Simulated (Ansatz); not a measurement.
Geometry relaxation of WH₃Cl₃O₂F₂ (part 2 of 2)

Continued. System: WH₃Cl₃O₂F₂. Method: RKS PBE/def2-SVP (Ansatz 0.2.0). It belongs to a series of runs on one base structure; here: end point B relaxed.

Geometry of the input (Å):
```
W  -0.3356  0.2051  -0.4066
F  0.4570  0.6792  2.5090
Cl 1.9089  -0.0181  0.1363
O  -0.0408  2.0190  -0.7932
H  -0.3065  2.8312  -0.3236
Cl -2.5106  -0.0388  -1.4941
F  -0.5322  -1.4837  0.4063
Cl 0.2611  -0.5285  -2.5160
O  -1.5889  0.8264  0.9257
H  -2.5361  0.6987  0.6886
H  -0.4282  0.5939  2.7837
```

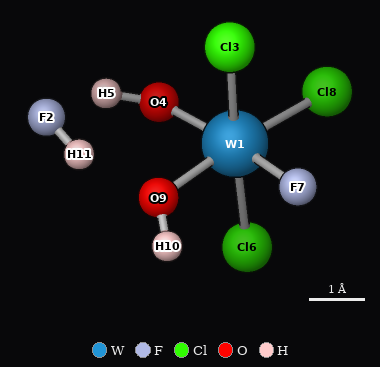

Fig. 1: The geometry at step 18 of the log (ball-and-stick view, seen at a tilt; atoms are numbered from 1 in the order of the input).

**Trajectory as extended XYZ, continued**
```
11
Properties=species:S:1:pos:R:3:forces:R:3 step=8 energy=-48934.52498 accepted=F
W    -0.4821    0.1125   -0.6043    1.3407   0.9620  -0.4468
F     0.1605    1.3324    3.0498   -0.0612   0.0015  -0.0546
Cl    1.5909   -0.0507    0.4392    0.1225   0.0103   0.0527
O    -0.0420    1.9382   -0.8509   -0.7564  -0.7580   0.0664
H     0.1905    2.7903   -0.4396    0.1530  -0.1075   0.0305
Cl   -2.6703    0.1723   -1.4422   -0.1360  -0.0463   0.0405
F    -0.4862   -1.7371   -0.2703   -0.4591  -0.0322   0.0575
Cl    0.2041   -0.3874   -2.7601   -0.0233   0.0328   0.0442
O    -1.3505    0.4442    1.0834   -0.1547  -0.1358   0.1558
H    -2.2882    0.2246    1.2459   -0.1015   0.0394   0.0107
H    -0.4789    0.9450    2.4652    0.0759   0.0338   0.0432
11
Properties=species:S:1:pos:R:3:forces:R:3 step=9 energy=-48934.60175
W    -0.4465    0.1250   -0.6105   -0.0227   0.0101  -0.0302
F     0.1928    1.2499    3.0594   -0.1316  -0.0384  -0.1339
Cl    1.6267    0.0029    0.4169    0.0091  -0.0167   0.0124
O    -0.1444    1.9499   -0.8687    0.0315   0.0494   0.1360
H     0.1758    2.7582   -0.4233   -0.0197  -0.0732  -0.1006
Cl   -2.6491    0.1245   -1.4480    0.0083   0.0150  -0.0047
F    -0.5677   -1.7152   -0.2133    0.0221   0.0273  -0.0272
Cl    0.2619   -0.4004   -2.7448   -0.0193  -0.0049   0.0197
O    -1.3408    0.4632    1.0790   -0.0005  -0.0123   0.0146
H    -2.2997    0.3260    1.2087   -0.0079  -0.0243  -0.0066
H    -0.4610    0.9004    2.4607    0.1305   0.0679   0.1204
11
Properties=species:S:1:pos:R:3:forces:R:3 step=10 energy=-48934.61147
W    -0.4550    0.1222   -0.6032    0.0325   0.0813  -0.0566
F     0.1835    1.3404    3.0242   -0.2547  -0.1352  -0.2399
Cl    1.6221   -0.0257    0.4154    0.0226  -0.0014   0.0245
O    -0.1401    1.9492   -0.8275    0.0224   0.0026   0.1332
H     0.2318    2.7560   -0.4204   -0.0317  -0.1162  -0.0986
Cl   -2.6561    0.1454   -1.4437    0.0088   0.0110  -0.0062
F    -0.5609   -1.7270   -0.2521   -0.0195   0.0191   0.0001
Cl    0.2504   -0.3806   -2.7463   -0.0239   0.0236   0.0118
O    -1.3527    0.4191    1.0902    0.0387  -0.0235   0.0270
H    -2.3078    0.2605    1.2195   -0.0316  -0.0258   0.0055
H    -0.4673    0.9249    2.4602    0.2363   0.1645   0.1990
11
Properties=species:S:1:pos:R:3:forces:R:3 step=11 energy=-48934.62425
W    -0.4636    0.1183   -0.5909    0.0184   0.0902  -0.0316
F     0.1668    1.4683    2.9552   -0.4487  -0.3073  -0.3751
Cl    1.6179   -0.0591    0.4177    0.0285  -0.0292   0.0166
O    -0.1291    1.9454   -0.7652    0.0354   0.0582   0.1596
H     0.3196    2.7412   -0.4125   -0.0955  -0.2212  -0.1131
Cl   -2.6628    0.1752   -1.4382    0.0176   0.0280   0.0183
F    -0.5686   -1.7407   -0.2961    0.0085   0.0241  -0.0274
Cl    0.2302   -0.3360   -2.7513   -0.0064   0.0183   0.0290
O    -1.3646    0.3453    1.1109    0.0263   0.0352   0.0130
H    -2.3142    0.1521    1.2398    0.0072  -0.0245   0.0069
H    -0.4835    0.9744    2.4467    0.4086   0.3283   0.3037
11
Properties=species:S:1:pos:R:3:forces:R:3 step=12 energy=-48934.63818
W    -0.4682    0.1076   -0.5749    0.0102   0.1376  -0.0191
F     0.1342    1.6274    2.8447   -0.6650  -0.5806  -0.4992
Cl    1.6177   -0.1277    0.4217    0.0102   0.0206  -0.0043
O    -0.1252    1.9374   -0.6837    0.0856  -0.0658   0.1059
H     0.3873    2.7114   -0.3752   -0.0899  -0.1781  -0.0587
Cl   -2.6684    0.2366   -1.4125    0.0380  -0.0254  -0.0135
F    -0.5661   -1.7639   -0.3609   -0.0707   0.0773   0.0013
Cl    0.2191   -0.2892   -2.7508   -0.0194   0.0523   0.0367
O    -1.3711    0.2757    1.1329   -0.0050  -0.0457   0.0439
H    -2.3085    0.0269    1.2707    0.1026   0.0075  -0.0027
H    -0.5028    1.0421    2.4042    0.6034   0.6003   0.4096
11
Properties=species:S:1:pos:R:3:forces:R:3 step=13 energy=-48934.65560
W    -0.4760    0.0977   -0.5620    0.0712   0.1613  -0.0723
F     0.0951    1.7723    2.7144   -0.6646  -0.6693  -0.4083
Cl    1.6157   -0.1664    0.4175    0.0340  -0.1300  -0.0266
O    -0.0918    1.9204   -0.6128   -0.1104  -0.1083   0.0643
H     0.4523    2.6661   -0.2935   -0.0659  -0.1163   0.0078
Cl   -2.6637    0.2347   -1.4249   -0.0149   0.0746   0.1456
F    -0.6113   -1.7771   -0.4057    0.0686   0.0645  -0.0117
Cl    0.1909   -0.2146   -2.7572    0.0887  -0.0262   0.0279
O    -1.3540    0.2066    1.1641   -0.1489   0.0478  -0.0322
H    -2.2839   -0.0659    1.3117    0.1224  -0.0059  -0.0004
H    -0.5252    1.1106    2.3644    0.6199   0.7077   0.3060
11
Properties=species:S:1:pos:R:3:forces:R:3 step=14 energy=-48934.69792
W    -0.4732    0.0865   -0.5597    0.0059   0.1608   0.0301
F     0.0539    1.8969    2.5647   -0.5107  -0.5830  -0.2764
Cl    1.6264   -0.2587    0.3834    0.0217  -0.0050   0.0232
O    -0.0899    1.9070   -0.5469    0.0042  -0.1624   0.0271
H     0.4533    2.6304   -0.1799   -0.0603  -0.0613   0.0837
Cl   -2.6793    0.2895   -1.3592    0.0834  -0.0079  -0.0989
F    -0.6212   -1.7890   -0.4401   -0.0490   0.0170  -0.0338
Cl    0.2317   -0.1820   -2.7485   -0.0994   0.0051   0.0086
O    -1.3486    0.1702    1.1706   -0.0479  -0.0217   0.1047
H    -2.2617   -0.1487    1.3344    0.1775   0.0130  -0.0216
H    -0.5434    1.1823    2.2975    0.4746   0.6454   0.1534
11
Properties=species:S:1:pos:R:3:forces:R:3 step=15 energy=-48934.76948
W    -0.4669    0.0720   -0.5577    0.0420   0.0736  -0.1154
F     0.0308    2.0190    2.4134   -0.2213  -0.2236  -0.1568
Cl    1.6327   -0.3335    0.3721    0.0136  -0.0067  -0.0351
O    -0.0753    1.8837   -0.4704    0.2019   0.0897   0.0547
H     0.4214    2.5855    0.0063   -0.2219  -0.2576   0.0620
Cl   -2.6609    0.3191   -1.3683    0.0147   0.0076  -0.0159
F    -0.6541   -1.8021   -0.4836   -0.0741  -0.0173   0.0654
Cl    0.2105   -0.1636   -2.7572    0.0048   0.0554   0.0193
O    -1.3193    0.1381    1.1849   -0.1638  -0.0352   0.1291
H    -2.2141   -0.2212    1.3676    0.2009   0.0101  -0.0195
H    -0.5567    1.2874    2.2088    0.2031   0.3041   0.0122
11
Properties=species:S:1:pos:R:3:forces:R:3 step=16 energy=-48934.85394
W    -0.4614    0.0582   -0.5652    0.1431   0.1035  -0.1806
F     0.0127    2.1165    2.2900   -0.0604  -0.0049  -0.1091
Cl    1.6424   -0.3923    0.3429    0.0014  -0.0784  -0.0420
O    -0.0366    1.8572   -0.4282    0.2142   0.4011   0.3084
H     0.3580    2.5376    0.1843   -0.3863  -0.6068  -0.1400
Cl   -2.6521    0.3437   -1.3705    0.0161   0.0177  -0.0219
F    -0.7041   -1.8105   -0.4881   -0.0574  -0.0072   0.0583
Cl    0.2177   -0.1373   -2.7656    0.0036   0.0119   0.0340
O    -1.2969    0.1253    1.1902   -0.1779   0.0411   0.1787
H    -2.1661   -0.2837    1.3967    0.2615   0.0388  -0.0405
H    -0.5657    1.3700    2.1295    0.0421   0.0831  -0.0454
11
Properties=species:S:1:pos:R:3:forces:R:3 step=17 energy=-48934.95387
W    -0.4490    0.0508   -0.5855    0.0695   0.0074  -0.1205
F     0.0000    2.1923    2.2114    0.0592   0.1661  -0.0904
Cl    1.6505   -0.4566    0.3088    0.0027  -0.0649  -0.0688
O    -0.0230    1.8386   -0.3921    0.2256   0.5344   0.3972
H     0.2563    2.4754    0.3383   -0.3545  -0.6865  -0.2447
Cl   -2.6357    0.3649   -1.3906    0.0236   0.0069  -0.0309
F    -0.7510   -1.8102   -0.4765   -0.0832   0.0271   0.0586
Cl    0.2331   -0.1316   -2.7806    0.0353   0.0113   0.0178
O    -1.2696    0.1490    1.1855   -0.1271   0.0846   0.2128
H    -2.1033   -0.3144    1.4192    0.2553   0.0216  -0.0444
H    -0.5601    1.4261    2.0784   -0.1063  -0.1079  -0.0867
11
Properties=species:S:1:pos:R:3:forces:R:3 step=18 energy=-48935.07494
W    -0.4388    0.0498   -0.6079    0.0189   0.0147  -0.0955
F    -0.0262    2.2731    2.1337   -0.0432   0.0509  -0.0838
Cl    1.6621   -0.5227    0.2488   -0.0268  -0.0865  -0.0622
O    -0.0077    1.8255   -0.3546    0.0905   0.2936   0.3318
H     0.1600    2.3816    0.4861   -0.2046  -0.4728  -0.2671
Cl   -2.6183    0.3862   -1.4193    0.0569   0.0305  -0.0553
F    -0.8317   -1.7954   -0.4498   -0.0368   0.1045   0.0813
Cl    0.2698   -0.1183   -2.7910    0.0262   0.0024  -0.0165
O    -1.2371    0.1883    1.1874   -0.2201   0.0343   0.3024
H    -2.0063   -0.3671    1.4575    0.4237   0.1321  -0.0932
H    -0.5777    1.4834    2.0252   -0.0847  -0.1038  -0.0419
11
Properties=species:S:1:pos:R:3:forces:R:3 step=19 energy=-48935.17112
W    -0.4318    0.0597   -0.6319   -0.0645  -0.0670  -0.1047
F    -0.1043    2.3298    2.0727    0.0740   0.1876   0.0816
Cl    1.6549   -0.6084    0.1933   -0.0067  -0.0267  -0.0666
O     0.0028    1.8195   -0.3406    0.0490   0.0813   0.2487
H     0.0769    2.3032    0.5711   -0.0551  -0.1397  -0.2681
Cl   -2.5850    0.4418   -1.4799    0.0554   0.0100  -0.0078
F    -0.9182   -1.7586   -0.3889   -0.0666   0.1747   0.0552
Cl    0.3009   -0.1116   -2.8066    0.0615  -0.0269  -0.0095
O    -1.1980    0.2493    1.1939   -0.4853  -0.4179   0.4397
H    -1.8411   -0.4374    1.5226    0.6569   0.4790  -0.2647
H    -0.6092    1.4971    2.0105   -0.2186  -0.2544  -0.1037
11
Properties=species:S:1:pos:R:3:forces:R:3 step=20 energy=-48935.21634
W    -0.4045    0.0704   -0.6505   -0.0939   0.0019   0.5089
F    -0.2722    2.3645    2.0674    0.0426   0.0025  -0.1898
Cl    1.6764   -0.7117    0.0924   -0.1313   0.0253  -0.0566
O     0.0563    1.8028   -0.3108    0.0179  -0.0432  -0.2451
H     0.0277    2.2938    0.5942   -0.0290   0.1222   0.3268
Cl   -2.5406    0.5280   -1.4855    0.0710   0.0291   0.0046
F    -1.0285   -1.6757   -0.2725   -0.0315  -0.0288  -0.1052
Cl    0.3118   -0.1423   -2.8294    0.0124  -0.0105   0.0411
O    -1.1251    0.2857    1.2536    0.2453  -0.1179  -0.7768
H    -1.6487   -0.4920    1.5181   -0.0391  -0.1311   0.2934
H    -0.7046    1.4608    1.9391   -0.0643   0.1506   0.1987
11
Properties=species:S:1:pos:R:3:forces:R:3 step=21 energy=-48935.23732
W    -0.4328    0.0733   -0.6319    0.0655   0.1375  -0.4607
F    -0.2878    2.4054    2.0196   -0.1890  -0.3628   0.0213
Cl    1.6373   -0.7441    0.0726    0.0261  -0.0400   0.2195
O     0.0348    1.8108   -0.3090   -0.0152  -0.0708   0.0410
H    -0.0018    2.3057    0.6124    0.0171   0.0242  -0.0841
Cl   -2.5287    0.5919   -1.5214    0.0508  -0.0031  -0.0312
F    -1.0956   -1.6769   -0.3272   -0.0082   0.0055   0.0641
Cl    0.3698   -0.1659   -2.7786   -0.1056   0.0268  -0.1594
O    -1.1317    0.2728    1.2305   -0.2077  -0.8206   0.5669
H    -1.4991   -0.5734    1.6119    0.2729   0.7629  -0.2411
H    -0.7165    1.4847    1.9371    0.0935   0.3406   0.0637
11
Properties=species:S:1:pos:R:3:forces:R:3 step=22 energy=-48935.24118
W    -0.4274    0.0730   -0.6487   -0.0510  -0.0200  -0.1112
F    -0.3127    2.3955    2.0184    0.1864   0.5491   0.1225
Cl    1.6014   -0.7540    0.1725    0.0993  -0.0307  -0.1984
O     0.0403    1.8082   -0.3151   -0.0392   0.0243   0.0725
H    -0.0140    2.3053    0.6039    0.0499  -0.0471  -0.1671
Cl   -2.5053    0.6056   -1.5670   -0.0929   0.0286   0.1767
F    -1.1044   -1.6734   -0.3489   -0.0056   0.0519  -0.0278
Cl    0.3089   -0.1482   -2.8260    0.2320  -0.0782   0.1323
O    -1.0836    0.2487    1.2390   -0.2293  -0.2216   0.1329
H    -1.4425   -0.5728    1.6439    0.0652   0.1973  -0.1239
H    -0.7128    1.4964    1.9442   -0.2148  -0.4536  -0.0086
11
Properties=species:S:1:pos:R:3:forces:R:3 step=23 energy=-48935.25545
W    -0.4069    0.0687   -0.6435    0.1182   0.1501  -0.2143
F    -0.3942    2.4395    2.0032   -0.0034   0.0101   0.0051
Cl    1.6421   -0.7929    0.0839    0.0521  -0.0052   0.0247
O     0.0721    1.7844   -0.3007    0.1294   0.4507   0.1297
H    -0.0146    2.3021    0.5977    0.0146   0.0654  -0.0058
Cl   -2.5039    0.6502   -1.4891   -0.0403   0.0383   0.0044
F    -1.0990   -1.6429   -0.3755   -0.3183  -0.7554   0.1629
Cl    0.3282   -0.1900   -2.8079    0.0447   0.0311  -0.0935
O    -1.0561    0.2293    1.2576   -0.0044  -0.0016   0.0228
H    -1.4633   -0.5704    1.6499    0.0284   0.0415  -0.0404
H    -0.7564    1.5065    1.9403   -0.0210  -0.0250   0.0045
11
Properties=species:S:1:pos:R:3:forces:R:3 step=24 energy=-48935.27078
W    -0.4102    0.0651   -0.6477    0.0326   0.1190   0.0525
F    -0.3743    2.4301    2.0128   -0.0395  -0.0169  -0.0042
Cl    1.6428   -0.7862    0.0873   -0.0191  -0.0034  -0.0119
O     0.0678    1.7950   -0.3022    0.0071  -0.0155   0.0000
H    -0.0107    2.3094    0.6017    0.0026  -0.0238  -0.0411
Cl   -2.5103    0.6379   -1.4949    0.0212  -0.0014   0.0100
F    -1.1093   -1.6656   -0.3508   -0.0312  -0.0941   0.0003
Cl    0.3380   -0.1770   -2.8156   -0.0097   0.0148   0.0186
O    -1.0614    0.2374    1.2516    0.0202   0.0313  -0.0470
H    -1.4679   -0.5648    1.6349   -0.0135  -0.0350   0.0148
H    -0.7565    1.5031    1.9390    0.0292   0.0250   0.0081
11
Properties=species:S:1:pos:R:3:forces:R:3 step=25 energy=-48935.27279
W    -0.3991    0.0610   -0.6398   -0.0403  -0.0949   0.0270
F    -0.4247    2.4574    1.9960   -0.0102  -0.0070   0.0025
Cl    1.6453   -0.8198    0.0742    0.0106  -0.0047  -0.0040
O     0.0948    1.7850   -0.2976    0.0096   0.0587   0.0362
H    -0.0091    2.3161    0.5899   -0.0023  -0.0191  -0.0134
Cl   -2.5016    0.6565   -1.4647   -0.0036   0.0051  -0.0042
F    -1.1165   -1.6705   -0.3566    0.0107   0.0182  -0.0190
Cl    0.3295   -0.1634   -2.8146    0.0021  -0.0013  -0.0104
O    -1.0411    0.2227    1.2596    0.0304   0.0493  -0.0268
H    -1.4581   -0.5810    1.6302   -0.0022   0.0027   0.0131
H    -0.7713    1.5205    1.9395   -0.0047  -0.0071  -0.0010
11
Properties=species:S:1:pos:R:3:forces:R:3 step=26 energy=-48935.27209 accepted=F
W    -0.3988    0.0589   -0.6402   -0.0187  -0.0482   0.0132
F    -0.4360    2.4543    2.0105    0.0297   0.0151  -0.0809
Cl    1.6464   -0.8222    0.0714    0.0014  -0.0053  -0.0064
O     0.0978    1.7844   -0.2998    0.0034   0.0689   0.0700
H    -0.0049    2.3189    0.5833   -0.0181  -0.0377   0.0037
Cl   -2.5009    0.6576   -1.4645    0.0027  -0.0006  -0.0020
F    -1.1184   -1.6705   -0.3533    0.0135   0.0222  -0.0201
Cl    0.3284   -0.1653   -2.8160   -0.0008  -0.0032  -0.0044
O    -1.0369    0.2276    1.2575   -0.0123  -0.0548  -0.0116
H    -1.4544   -0.5756    1.6311    0.0112   0.0337   0.0021
H    -0.7742    1.5163    1.9359   -0.0121   0.0098   0.0363
11
Properties=species:S:1:pos:R:3:forces:R:3 step=27 energy=-48935.27317
W    -0.3984    0.0592   -0.6386   -0.0073  -0.0522  -0.0219
F    -0.4335    2.4599    1.9940   -0.0100  -0.0060   0.0049
Cl    1.6460   -0.8255    0.0711    0.0048  -0.0041  -0.0014
O     0.0989    1.7834   -0.2961    0.0004   0.0301   0.0239
H    -0.0094    2.3152    0.5898   -0.0009  -0.0115  -0.0088
Cl   -2.5001    0.6602   -1.4622   -0.0020   0.0030  -0.0008
F    -1.1178   -1.6717   -0.3611    0.0049   0.0146  -0.0017
Cl    0.3287   -0.1621   -2.8150   -0.0005  -0.0005  -0.0018
O    -1.0374    0.2230    1.2595    0.0124   0.0227   0.0079
H    -1.4527   -0.5786    1.6369   -0.0037   0.0017   0.0024
H    -0.7762    1.5214    1.9376    0.0020   0.0022  -0.0028
11
Properties=species:S:1:pos:R:3:forces:R:3 step=28 energy=-48935.27340
W    -0.3939    0.0564   -0.6380    0.0054  -0.0167  -0.0049
F    -0.4520    2.4671    1.9917   -0.0031  -0.0069  -0.0048
Cl    1.6495   -0.8375    0.0631   -0.0024   0.0039  -0.0048
O     0.1059    1.7802   -0.2925    0.0087   0.0021  -0.0044
H    -0.0111    2.3148    0.5891   -0.0042   0.0000   0.0076
Cl   -2.4963    0.6670   -1.4544   -0.0015  -0.0016   0.0000
F    -1.1193   -1.6717   -0.3632   -0.0013   0.0109   0.0023
Cl    0.3255   -0.1614   -2.8174    0.0007   0.0014   0.0001
O    -1.0263    0.2207    1.2620   -0.0053   0.0063   0.0108
H    -1.4507   -0.5762    1.6393    0.0009  -0.0020  -0.0015
H    -0.7833    1.5250    1.9363    0.0020   0.0025  -0.0005
```
